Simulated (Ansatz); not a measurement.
# One shape, several levels: singlet CH5Si+

Aim: a comparison of 6 runs (HF/3-21G, BHLYP/aug-cc-pVDZ, PBE-QIDH/aug-cc-pVDZ, PBE/aug-cc-pVDZ, PBE0/aug-cc-pVDZ, revPBE/aug-cc-pVDZ) of singlet CH5Si+. 

The results are computed with Ansatz 0.2.0.

50 further runs of the same task are left out: 50 set aside as unsound or not needed.

## 1. Starting point

CH5Si+ has 7 atoms, charge +1, and is taken as a singlet. SMILES of the parent species: `C[SiH2]`. The shape is that of a PBE0-D4/def2-TZVP optimisation. That shape belongs to the parent species and isn't relaxed for this state.

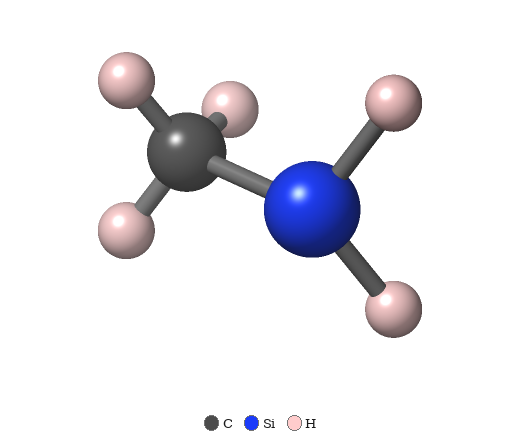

The structure, seen from a chosen angle (carbon dark grey, silicon blue, hydrogen pink).

## 2. The energy at HF/3-21G (run 1)

Contents of molecule.yaml:

```yaml
crystal:
  periodic: [false, false, false]
  atoms:
    - {symbol: C, position_ang: [-0.122600, -0.803200, 0.095200]}
    - {symbol: Si, position_ang: [0.176200, 1.034800, 0.314000]}
    - {symbol: H, position_ang: [-0.204800, -1.054900, -0.966600]}
    - {symbol: H, position_ang: [0.699200, -1.383300, 0.519500]}
    - {symbol: H, position_ang: [-1.047100, -1.107700, 0.589500]}
    - {symbol: H, position_ang: [-0.951500, 1.846400, -0.225700]}
    - {symbol: H, position_ang: [1.450600, 1.468000, -0.326000]}
basis:
  gaussian:
    orbitals: 3-21G.json
total_charge: 1
hamiltonian:
  xc: hf
accuracy: high
output: {orbitals: {seedname: orbitals}}
```

The basis set 3-21G is read from a file made from the Basis Set Exchange's data (not shown).

Started as:

```bash
$ ansatz run molecule.yaml --threads 1 --pin off --max-ram 3480MiB --events-out events.jsonl --progress --plain --runs-dir runs
```

Output:

```text
Warning: RAYON_NUM_THREADS=1 ignored (pool sized by the plan → 1); use --threads N
Functional definition: HF
  name "HF"
  exchange = exact_x
  correlation = 0
731 factors; integrals over basis functions are off by at most 3.7e-9 eV
mean field evaluation 1: about -8912.6516 eV, gradient 3.2e1 eV
mean field evaluation 2: about -8912.6417 eV, gradient 3.2e1 eV
mean field evaluation 4: about -8915.1852 eV, gradient 1.4e0 eV
mean field evaluation 8: about -8915.2002 eV, gradient 2.8e-4 eV
mean field -8915.20018155 eV, -327.6275637321 hartree, gradient 1.1e-8 eV, S^2 0.000000; 0 other end points of the search recorded, 0 dependent functions left out
reference -8915.20018155 eV, -327.6275637321 hartree; 12, 12 occupied and 20, 20 virtual orbitals, 731 factors
Total energy: -8915.20018155 eV, -327.6275637321 hartree
```

Wall time 0.32 s (1 thread of Intel Xeon Platinum 8259CL at 2.50GHz (Skylake/Cascade Lake), shared host).

## 3. The energy at BHLYP/aug-cc-pVDZ (run 2)

Contents of run.yaml:

```yaml
crystal:
  periodic: [false, false, false]
  atoms:
    - symbol: C
      position_ang: [-0.122600, -0.803200, 0.095200]
    - symbol: Si
      position_ang: [0.176200, 1.034800, 0.314000]
    - symbol: H
      position_ang: [-0.204800, -1.054900, -0.966600]
    - symbol: H
      position_ang: [0.699200, -1.383300, 0.519500]
    - symbol: H
      position_ang: [-1.047100, -1.107700, 0.589500]
    - symbol: H
      position_ang: [-0.951500, 1.846400, -0.225700]
    - symbol: H
      position_ang: [1.450600, 1.468000, -0.326000]
basis:
  gaussian: {orbitals: aug-cc-pVDZ}
total_charge: 1
hamiltonian: {xc: {name: BHLYP}}
accuracy: high
output: {orbitals: {seedname: orbitals}}
```

Started as:

```bash
$ ansatz run run.yaml --threads 1 --pin off --max-ram 3480MiB --events-out events.jsonl --progress --plain --runs-dir runs
```

Output:

```text
Warning: RAYON_NUM_THREADS=1 ignored (pool sized by the plan → 1); use --threads N
Functional definition: BHLYP
  name "BHLYP"
  parameter a = 0.5
  exchange = (1 - a)*b88_x + a*exact_x
  correlation = lyp_c
1900 factors; integrals over basis functions are off by at most 3.9e-9 eV
mean field evaluation 1: about -8976.5552 eV, gradient 6.2e1 eV
mean field evaluation 2: about -8975.4241 eV, gradient 5.8e1 eV
mean field evaluation 4: about -8985.8872 eV, gradient 1.1e0 eV
mean field evaluation 8: about -8985.8908 eV, gradient 1.0e-2 eV
mean field evaluation 16: about -8985.8908 eV, gradient 3.0e-7 eV
mean field -8985.89081516 eV, -330.2253966015 hartree, gradient 2.8e-8 eV, S^2 0.000000; 0 other end points of the search recorded, 0 dependent functions left out
reference -8985.89085175 eV, -330.2253979463 hartree; 12, 12 occupied and 83, 83 virtual orbitals, 1900 factors
Total energy: -8985.89085175 eV, -330.2253979463 hartree
```

Run time: 7.2 s. Hardware: 1 thread of Intel Xeon Platinum 8259CL at 2.50GHz (Skylake/Cascade Lake), shared host; peak memory 0.28 GiB.

## 4. The energy at PBE-QIDH/aug-cc-pVDZ (run 3)

Contents of input.yaml:

```yaml
crystal:
  periodic: [false, false, false]
  atoms:
    - {symbol: C, position_ang: [-0.122600, -0.803200, 0.095200]}
    - {symbol: Si, position_ang: [0.176200, 1.034800, 0.314000]}
    - {symbol: H, position_ang: [-0.204800, -1.054900, -0.966600]}
    - {symbol: H, position_ang: [0.699200, -1.383300, 0.519500]}
    - {symbol: H, position_ang: [-1.047100, -1.107700, 0.589500]}
    - {symbol: H, position_ang: [-0.951500, 1.846400, -0.225700]}
    - {symbol: H, position_ang: [1.450600, 1.468000, -0.326000]}
basis:
  gaussian:
    orbitals: aug-cc-pVDZ
total_charge: 1
hamiltonian:
  xc: {name: PBE-QIDH}
correlation:
  frozen_orbitals: {C: 1, H: 0, Si: 5}
accuracy: high
output: {orbitals: {seedname: orbitals}}
```

Started as:

```bash
$ ansatz run input.yaml --threads 1 --pin off --max-ram 3480MiB --events-out events.jsonl --progress --plain --runs-dir runs
```

Output, shortened:

```text
Warning: RAYON_NUM_THREADS=1 ignored (pool sized by the plan → 1); use --threads N
Functional definition: PBE-QIDH
  name "PBE-QIDH"
[...]
1900 factors; integrals over basis functions are off by at most 3.9e-9 eV
[...]
mean field -8976.43254141 eV, -329.8778114525 hartree, gradient 3.6e-8 eV, S^2 0.000000; 0 other end points of the search recorded, 0 dependent functions left out
6 core orbitals not correlated: weight in the atoms' cores, before any rotation towards them, 1.000 or more for the frozen orbitals, at most 0.000 for the correlated occupied ones
reference -8976.43254390 eV, -329.8778115436 hartree; 6, 6 occupied and 83, 83 virtual orbitals, 1900 factors
second order -7.39436475 eV of doubles, -0.00000000 eV of singles
Total energy: -8978.89733215 eV, -329.9683908412 hartree
```

It took 9.3 s on 1 thread of Intel Xeon Platinum 8259CL at 2.50GHz (Skylake/Cascade Lake), shared host; peak memory 0.27 GiB.

Runs 4 to 5 aren't shown in full; the table further down has their settings and results.

## 5. A single-point energy at revPBE/aug-cc-pVDZ (run 6)

Contents of job.yaml:

```yaml
crystal:
  periodic: [false, false, false]
  atoms:
    - symbol: C
      position_ang: [-0.122600, -0.803200, 0.095200]
    - symbol: Si
      position_ang: [0.176200, 1.034800, 0.314000]
    - symbol: H
      position_ang: [-0.204800, -1.054900, -0.966600]
    - symbol: H
      position_ang: [0.699200, -1.383300, 0.519500]
    - symbol: H
      position_ang: [-1.047100, -1.107700, 0.589500]
    - symbol: H
      position_ang: [-0.951500, 1.846400, -0.225700]
    - symbol: H
      position_ang: [1.450600, 1.468000, -0.326000]
basis:
  gaussian:
    orbitals: aug-cc-pVDZ
total_charge: 1
hamiltonian:
  xc: {name: revPBE}
accuracy: high
output: {orbitals: {seedname: orbitals}}
```

Started as:

```bash
$ ansatz run job.yaml --threads 1 --pin off --max-ram 3480MiB --events-out events.jsonl --progress --plain --runs-dir runs
```

Output:

```text
Warning: RAYON_NUM_THREADS=1 ignored (pool sized by the plan → 1); use --threads N
Functional definition: revPBE
  name "revPBE"
  parameter kappa = 1.245
  parameter beta = 0.06672455060314922
  exchange = pbe_x(kappa = kappa, mu = beta*pi^2/3)
  correlation = pbe_c(beta = beta)
1900 factors; integrals over basis functions are off by at most 3.9e-9 eV
mean field evaluation 1: about -8967.8832 eV, gradient 8.2e1 eV
mean field evaluation 2: about -8904.5890 eV, gradient 1.2e2 eV
mean field evaluation 4: about -8984.5339 eV, gradient 8.3e0 eV
mean field evaluation 8: about -8984.7373 eV, gradient 1.4e-1 eV
mean field evaluation 16: about -8984.7374 eV, gradient 2.8e-6 eV
mean field -8984.73740357 eV, -330.1830095073 hartree, gradient 1.4e-8 eV, S^2 0.000000; 0 other end points of the search recorded, 0 dependent functions left out
reference -8984.73741420 eV, -330.1830098983 hartree; 12, 12 occupied and 83, 83 virtual orbitals, 1900 factors
Total energy: -8984.73741420 eV, -330.1830098983 hartree
```

It took 6.3 s on 1 thread of Intel Xeon Platinum 8259CL at 2.50GHz (Skylake/Cascade Lake), shared host; peak memory 0.25 GiB.

## 6. Overview of the runs

| run | level | frozen core orbitals | energy (Eh) | HOMO energy (eV) | LUMO energy (eV) | HOMO–LUMO gap (eV) | wall time |
| --- | --- | --- | --- | --- | --- | --- | --- |
| 1 | HF/3-21G | – | -327.627564 | -18.95 | -7.14 | 11.81 | 0.32 s |
| 2 | BHLYP/aug-cc-pVDZ | – | -330.225398 | -17.06 | -9.44 | 7.61 | 7.2 s |
| 3 | PBE-QIDH/aug-cc-pVDZ | 6 | -329.968391 | -17.88 | -8.50 | 9.38 | 9.3 s |
| 4 | PBE/aug-cc-pVDZ | – | -330.036181 | -14.60 | -11.31 | 3.29 | 6 s |
| 5 | PBE0/aug-cc-pVDZ | – | -330.075436 | -15.88 | -10.38 | 5.49 | 6.3 s |
| 6 | revPBE/aug-cc-pVDZ | – | -330.183010 | -14.57 | -11.23 | 3.33 | 6.3 s |

## 7. What came out

| quantity | value |
| --- | --- |
| run 6: total energy | -330.18301 Eh |
| run 6: HOMO energy | -14.57 eV |
| run 6: LUMO energy | -11.23 eV |
| run 6: HOMO–LUMO gap | 3.33 eV |

What this shows: The HOMO–LUMO gap runs from 3.29 eV (PBE/aug-cc-pVDZ) to 11.81 eV (HF/3-21G). The two ends differ in method and basis. Totals of different functionals can't be ranked against each other. All runs together took 36 s, the longest 9.3 s.
